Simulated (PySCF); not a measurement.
# TaH₂: doublet, from a linear start

Where does doublet TaH₂ go from a linear start, is the end point a minimum, and what are its modes, charges and moments?

Computed with PySCF 2.14.0. Level: PBE0, basis Ta def2-TZVP with ECP60, H def2-TZVP, scalar-relativistic core potentials, no spin–orbit coupling, density fitting.

### 1 The starting structure

3 atoms, charge 0, spin multiplicity 2.

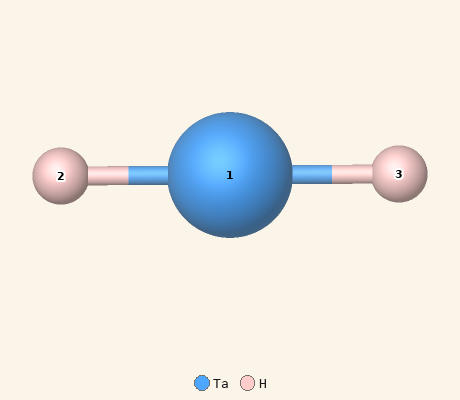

The starting geometry (tantalum blue, hydrogen pink); atoms are numbered from 1 in the order of the file.

Z-matrix (Å, degrees; charge 0 multiplicity 2):
```
Ta
H  1 1.7800
H  1 1.7800 2 180.00
```

### 2 First SCF at the start

One driver script runs all steps and calls PySCF; scf.py shows how it sets up the SCF of each step. The optimiser is the driver's own. After this first run the driver tries any further starts and a stability analysis.

Contents of scf.py:

```python
from pyscf import gto, scf, dft
mol = gto.M(atom='''
Ta     0.000000     0.000000     0.000000
H      0.000000     0.000000     1.780000
H      0.000000     0.000000    -1.780000''',
    basis={'Ta': 'def2-TZVP', 'H': 'def2-TZVP'},
    ecp={'Ta': 'def2-TZVP'},
    charge=0, spin=1)
mf = dft.UKS(mol, xc='PBE0')
mf.grids.atom_grid = (50, 194)
aux = {'Ta': 'def2-universal-JKFIT', 'H': 'def2-universal-JKFIT'}
mf = mf.density_fit(auxbasis=aux)
mf.conv_tol = 1e-08
mf.diis_space = 10
mf.max_cycle = 60
mf.init_guess = 'minao'
mf.verbose = 4
mf.kernel()
```

Command:

```sh
$ OMP_NUM_THREADS=2 python axn.py task.json out
```

Output:

```text
init E= -39.6042003001285
[... the frontier-level lines of each cycle are left out ...]
cycle= 1 E= -57.9157457380237  delta_E= -18.3  |g|= 0.28  |ddm|= 3.23
cycle= 2 E= -57.946133852491  delta_E= -0.0304  |g|= 0.153  |ddm|= 0.826
cycle= 3 E= -57.9607208387083  delta_E= -0.0146  |g|= 0.0368  |ddm|= 0.337
cycle= 4 E= -57.9619898080379  delta_E= -0.00127  |g|= 0.00865  |ddm|= 0.0808
cycle= 5 E= -57.9631731891308  delta_E= -0.00118  |g|= 0.0112  |ddm|= 0.0732
cycle= 6 E= -57.9622915452659  delta_E= 0.000882  |g|= 0.00874  |ddm|= 0.0521
cycle= 7 E= -57.9612305845144  delta_E= 0.00106  |g|= 0.00312  |ddm|= 0.159
cycle= 8 E= -57.9612335947096  delta_E= -3.01e-06  |g|= 0.00143  |ddm|= 0.00673
cycle= 9 E= -57.9612351839164  delta_E= -1.59e-06  |g|= 0.000459  |ddm|= 0.0118
cycle= 10 E= -57.9612351432293  delta_E= 4.07e-08  |g|= 0.000116  |ddm|= 0.0027
cycle= 11 E= -57.9612351799337  delta_E= -3.67e-08  |g|= 9.02e-05  |ddm|= 0.000397
cycle= 12 E= -57.9612350993024  delta_E= 8.06e-08  |g|= 2.08e-05  |ddm|= 0.00105
cycle= 13 E= -57.9612350972816  delta_E= 2.02e-09  |g|= 4.07e-06  |ddm|= 0.000235
Extra cycle  E= -57.9612350973476  delta_E= -6.6e-11  |g|= 2.76e-06  |ddm|= 1.72e-05
converged SCF energy = -57.9612350973476  <S^2> = 0.759286  2S+1 = 2.0092645
```

This step, with its further starts and checks, took 5.6 s on 2 threads of Arm Neoverse V1, shared host.

The starts that the driver tried:

| start | energy (Eh) |
| --- | --- |
| the minimal-basis guess | -57.961235 |
| a thermally smeared density | -57.978607 |
| a smeared PBE density | -57.978607 |

This is not the lowest solution: one lies 77.9 kJ/mol lower, at -57.99091 Eh, and the relaxation starts from that.

### 3 Relaxing the doublet from the linear start

The program finds D∞h symmetry in the start, which this walk keeps.

Edit scf.py of step 2 so:

```diff
@@ -16 +15,0 @@
-mf.init_guess = 'minao'
```

Energy and gradient, step by step:

| step | energy (Eh) | change (kJ/mol) | largest symmetric gradient (Eh/bohr) |
| --- | --- | --- | --- |
| 0 | -57.990907 | 0.00 | 0.02544 |
| 1 | -57.994189 | -8.62 | 0.01208 |
| 2 | -57.995269 | -11.45 | 0.00187 |
| 3 | -57.995298 | -11.53 | 0.00016 |
| 4 | -57.995298 | -11.53 | 0.00000 |

The walk took 3.3 s.

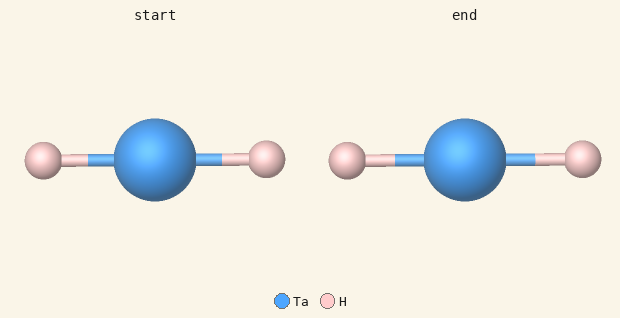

The geometry along the walk, at one scale.

It settles in D∞h symmetry, 11.5 kJ/mol below the start, after 4 steps: Ta–H 1.877 Å (×2); H–Ta–H 180.0°.

### 4 Frequencies

On the finer grid the gradient is checked again; gradients at displacements of ±0.02 bohr then give force constants and infrared intensities.

Edit scf.py of step 3 so:

```diff
@@ -4,2 +4,2 @@
-H      0.000000     0.000000     1.780000
-H      0.000000     0.000000    -1.780000''',
+H     -0.000000     0.000000     1.876838
+H      0.000000     0.000000    -1.876838''',
@@ -10 +10 @@
-mf.grids.atom_grid = (50, 194)
+mf.grids.atom_grid = (75, 302)
@@ -13 +13 @@
-mf.conv_tol = 1e-08
+mf.conv_tol = 1e-10
```

The driver hands on the density of the step before, so the log starts near convergence.

Log of the central SCF (cycles and frontier levels):

```text
init E= -57.9953261379177
[... the frontier-level lines of each cycle are left out ...]
cycle= 1 E= -57.9953261379206  delta_E= -2.87e-12  |g|= 4.98e-07  |ddm|= 3.09e-06
Extra cycle  E= -57.9953261379227  delta_E= -2.1e-12  |g|= 4.46e-07  |ddm|= 2.55e-06
converged SCF energy = -57.9953261379227  <S^2> = 1.6026627  2S+1 = 2.7222511
```

The whole step took 12 s.

Geometry: D∞h; Ta–H 1.877 Å (×2); H–Ta–H 180.0°.

Harmonic modes (main isotopes):

```json
{"ω (cm⁻¹)": "851i", "IR (km/mol)": "340", "type": "bend"}
{"ω (cm⁻¹)": "832i", "IR (km/mol)": "347", "type": "bend"}
{"ω (cm⁻¹)": "1540", "IR (km/mol)": "951", "type": "stretch"}
{"ω (cm⁻¹)": "1749", "IR (km/mol)": "0.0", "type": "stretch"}
```

2 modes are imaginary, the largest at 851i cm⁻¹: a saddle point, not a minimum.

Here the density breaks the symmetry of the frame, and no labels are given; pairs that should be degenerate can split.

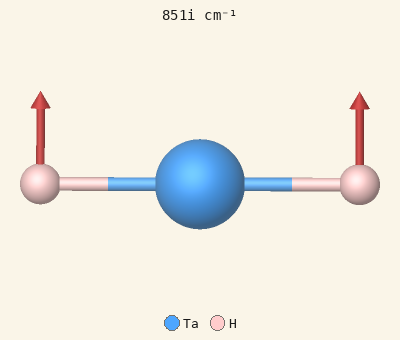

The imaginary mode, as arrows.

Properties at this point:

- Dipole moment: 0.00 D
- Highest occupied level: -6.40 eV
- Lowest empty level: -3.22 eV
- Rotational constants: 2.374 cm⁻¹
- Zero-point energy (real modes): 19.7 kJ/mol
- Principal polarisabilities: 53.5, 58.8, 60.5 bohr³
- Atomisation energy without zero-point energy: 448 kJ/mol
- Principal traceless quadrupole moments about the centre of mass: -11.11, 5.26, 5.85 D Å
- Spin squared ⟨S²⟩: 1.603

Populations by atom (charges in e):

```json
{"atom": "Ta1", "Mulliken": "0.37", "Löwdin": "0.50", "polar tensor": "1.02", "spin (Mulliken)": "1.03", "Mayer order to Ta1": "–"}
{"atom": "H2,3", "Mulliken": "-0.18", "Löwdin": "-0.25", "polar tensor": "-0.51", "spin (Mulliken)": "-0.02", "Mayer order to Ta1": "0.88"}
```

Outer orbital energies (eV). α occupied: -76.41, -42.36, -41.71, -41.58, -9.97, -7.05, -6.85, -6.49; empty: -3.22, -2.99, -2.75, -1.25. β occupied: -75.91, -41.67, -41.10, -40.77, -9.88, -7.06, -6.40; empty: -2.82, -2.76, -2.48, -2.07.

Mulliken populations on Ta1 (outside its core potential): s 3.29, p 6.51, d 2.81, f 0.02.

### 5 Following the imaginary mode

The start is the last point, displaced along its most imaginary mode.

The program finds C2v symmetry in the start, which this walk keeps. The walk stops when the largest gradient is under 0.0003 Eh/bohr and the energy has settled too.

Edit scf.py of step 4 so:

```diff
@@ -3,3 +3,3 @@
-Ta     0.000000     0.000000     0.000000
-H     -0.000000     0.000000     1.876838
-H      0.000000     0.000000    -1.876838''',
+Ta    -0.001035    -0.000846    -0.000000
+H      0.092872     0.075980     1.876838
+H      0.092884     0.075989    -1.876837''',
@@ -10 +10 @@
-mf.grids.atom_grid = (75, 302)
+mf.grids.atom_grid = (50, 194)
@@ -13 +13 @@
-mf.conv_tol = 1e-10
+mf.conv_tol = 1e-08
```

Steps of the walk:

| step | energy (Eh) | change (kJ/mol) | largest symmetric gradient (Eh/bohr) |
| --- | --- | --- | --- |
| 0 | -57.996653 | 0.00 | 0.00866 |
| 1 | -57.999801 | -8.26 | 0.01345 |
| 2 | -58.005986 | -24.50 | 0.01272 |
| 3 | -58.011730 | -39.58 | 0.01736 |
| 4 | -58.017666 | -55.17 | 0.01868 |
| 5 | -58.021143 | -64.30 | 0.01281 |
| 6 | -58.021468 | -65.15 | 0.01362 |
| 7 | -58.023257 | -69.85 | 0.00096 |
| 8 | -58.023266 | -69.87 | 0.00029 |
| 9 | -58.023267 | -69.87 | 0.00000 |

The walk took 14 s.

Positions (Å) and forces (eV/Å) along the way:

```
step 0
Ta  -0.001  -0.001   0.000  -0.446  -0.363  -0.001
H    0.093   0.076   1.877   0.223   0.182  -0.118
H    0.093   0.076  -1.877   0.223   0.182   0.119
step 1
Ta  -0.057  -0.046   0.000  -0.693  -0.565   0.007
H    0.121   0.099   1.865   0.346   0.282  -0.266
H    0.121   0.099  -1.865   0.346   0.283   0.259
step 5
Ta  -0.363  -0.297   0.000   0.253   0.206   0.000
H    0.274   0.224   1.633  -0.126  -0.103  -0.659
H    0.274   0.224  -1.633  -0.126  -0.103   0.658
step 9
Ta  -0.389  -0.318   0.000   0.000  -0.001   0.000
H    0.287   0.235   1.534   0.000   0.000   0.000
H    0.287   0.235  -1.534   0.000   0.000   0.000
```

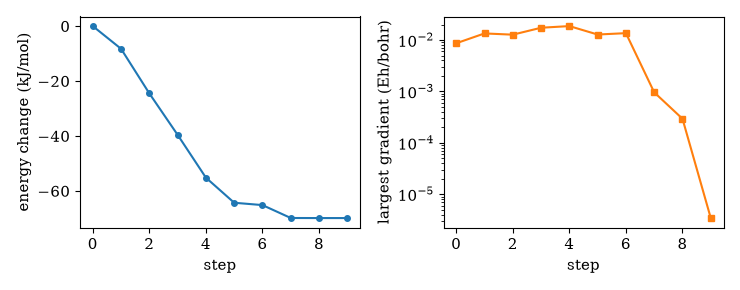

Energy and largest gradient along the walk.

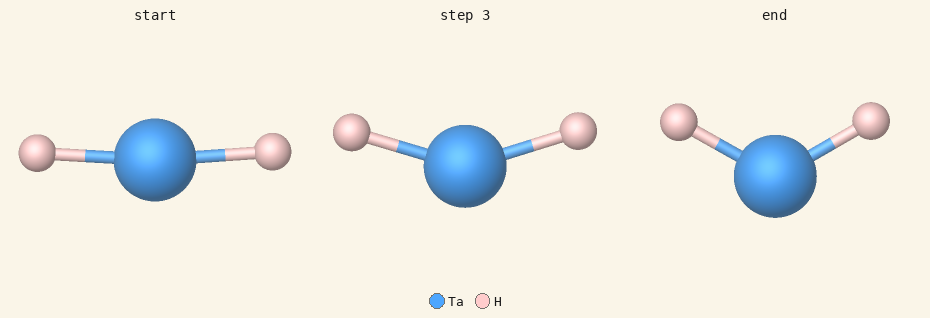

Start and end of the relaxation, with a step between.

End point (C2v, 9 steps, 69.9 kJ/mol gained): Ta–H 1.765 Å (×2); H–Ta–H 120.7°.

### 6 Hessian and properties

The same treatment as at the point before.

Edit scf.py of step 5 so:

```diff
@@ -3,3 +3,3 @@
-Ta    -0.001035    -0.000846    -0.000000
-H      0.092872     0.075980     1.876838
-H      0.092884     0.075989    -1.876837''',
+Ta    -0.007450    -0.006095    -0.000000
+H      0.668787     0.547140     1.533873
+H      0.668796     0.547147    -1.533866''',
@@ -10 +10 @@
-mf.grids.atom_grid = (50, 194)
+mf.grids.atom_grid = (75, 302)
@@ -13 +13 @@
-mf.conv_tol = 1e-08
+mf.conv_tol = 1e-10
```

Log of the central SCF (cycles and frontier levels):

```text
init E= -58.0233003644227
[... the frontier-level lines of each cycle are left out ...]
cycle= 1 E= -58.0233003644274  delta_E= -4.68e-12  |g|= 6.01e-07  |ddm|= 3.52e-06
Extra cycle  E= -58.0233003644314  delta_E= -4.01e-12  |g|= 5.81e-07  |ddm|= 3.4e-06
converged SCF energy = -58.0233003644314  <S^2> = 1.6774985  2S+1 = 2.7766876
```

The whole step took 11 s on 2 threads of Arm Neoverse V1, shared host.

Geometry: C2v; Ta–H 1.765 Å (×2); H–Ta–H 120.7°.

Harmonic modes (main isotopes):

```
symmetry  ω (cm⁻¹)  IR (km/mol)  μ (u)
      a1       731          6.6   1.02
      b2      1799          319   1.02
      a1      1833         96.9   1.01
```

No imaginary mode, so this is a minimum.

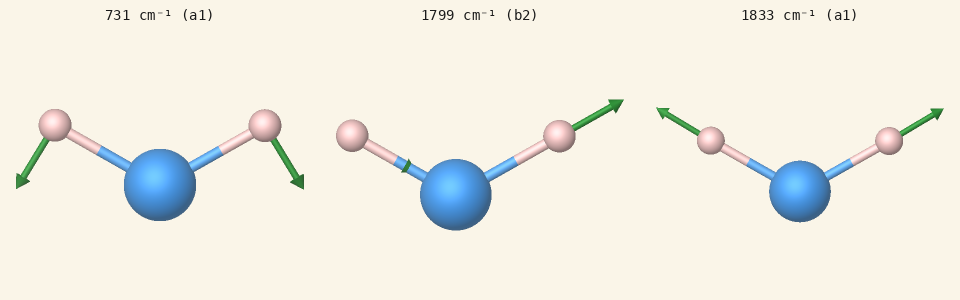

Displacements of 3 of the modes, as arrows (one member where a mode is degenerate).

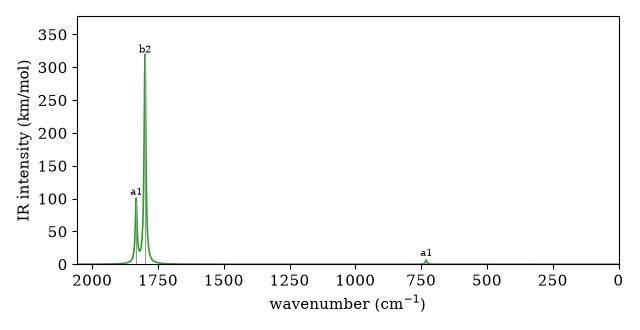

The harmonic infrared spectrum (widths in cm⁻¹). Lines are broadened to a width of 8 cm⁻¹ (Lorentzian).

Properties at this point:

| Quantity | Value |
| --- | --- |
| Dipole moment | 1.67 D |
| Highest occupied level | -5.27 eV |
| Lowest empty level | -2.36 eV |
| Rotational constants | 11.08, 3.555, 2.691 cm⁻¹ |
| Zero-point energy | 26.1 kJ/mol |
| Principal polarisabilities | 56.4, 64.5, 65.4 bohr³ |
| Atomisation energy without zero-point energy | 521 kJ/mol |
| Principal traceless quadrupole moments about the centre of mass | -4.02, 1.24, 2.77 D Å |
| Entropy at 298.15 K and 1 bar (electronic part: spin only) | 239.4 J/(mol K) |
| Heat capacity Cp at 298.15 K | 36.7 J/(mol K) |
| Enthalpy at 298.15 K above 0 K | 10.19 kJ/mol |
| Rotational symmetry number | 2 |
| Spin squared ⟨S²⟩ | 1.677 |

Charges (e) and bond orders:

```csv
atom,Mulliken,Löwdin,polar tensor,spin (Mulliken),Mayer order to Ta1
Ta1,0.27,0.29,0.51,1.09,–
"H2,3",-0.13,-0.14,-0.25,-0.05,0.98
```

Mulliken populations on Ta1 (outside its core potential): s 3.14, p 6.27, d 3.31, f 0.02.

### 7 The points found, side by side

| spin | group | bonds | imaginary modes (cm⁻¹) | ΔE (kJ/mol) | with zero-point energy |
| --- | --- | --- | --- | --- | --- |
| broken-symmetry (Ms = 1/2) | C2v | Ta–H 1.765 Å (×2) | none | 0.0 | 0.0 |
| broken-symmetry (Ms = 1/2) | D∞h (density of lower symmetry) | Ta–H 1.877 Å (×2) | 851i, 832i | 73.4 | – |

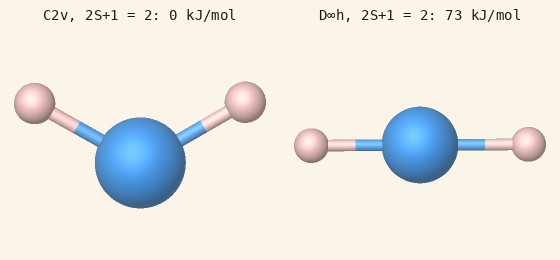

The points, lowest first (tantalum blue, hydrogen pink).

### 8 What came out

| quantity | value |
| --- | --- |
| minimum | broken-symmetry (Ms = 1/2), C2v |
| geometry | Ta–H 1.765 Å (×2); H–Ta–H 120.7° |
| wavenumbers (cm⁻¹) | 731 (a1), 1799 (b2), 1833 (a1) |
| dipole moment | 1.67 D |
| highest occupied, lowest empty level (either spin) | -5.27, -2.36 eV |
| polar-tensor charge of Ta1 | +0.51 e |
| zero-point energy | 26.1 kJ/mol |
| entropy at 298.15 K | 239.4 J/(mol K) |
| atomisation energy (no zero-point energy) | 521 kJ/mol |
| ⟨S²⟩ | 1.677 |

From D∞h at the start the molecule goes to a C2v minimum, after a stop at a second-order saddle point 73.4 kJ/mol higher, from which it was pushed off along an imaginary mode. The determinant is spin-contaminated (⟨S²⟩ = 1.68 against 0.75), so it is no pure spin state. In the infrared the band at 1799 cm⁻¹ (b2, stretch) leads. The first SCF alone would have been 78 kJ/mol too high. Other starts or spin states, not run here, may lie lower. One determinant may miss the lowest occupation of an open d or f shell. Spin–orbit coupling, left out here, can matter for elements this heavy.

The search up to here took 46 s.
